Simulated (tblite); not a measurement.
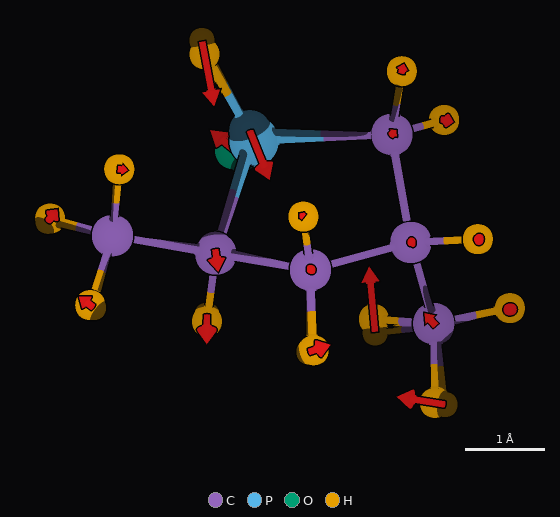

This is a relaxation of C6H13OP. The starting structure is drawn faded, the final one solid; red arrows show the displacements, magnified 5 times. The two geometries are superimposed by the best rigid fit.

The picture is a ball-and-stick view, seen at a tilt.

Computed with GFN2-xTB geometry optimisation, gas phase (tblite 0.8.0). 

Question: Describe the change and its energy.

Answer: The largest moves after the best rigid fit, 0.18 Å, are those of H atoms. Largest moves by element: H 0.18 Å, P 0.15 Å, O 0.11 Å, C 0.07 Å. Among the contacts that change: O–P 1.506 → 1.465 Å, C–C 1.518 → 1.533 Å, C–H 1.103 → 1.091 Å, C–P 1.850 → 1.841 Å. Among the angles between lasting bonds that change: O–P–C 108.9° → 117.9°, C–P–O 109.2° → 117.3°, O–P–H 120.5° → 113.2°. Over 60 geometry steps the energy falls by 0.310 eV.
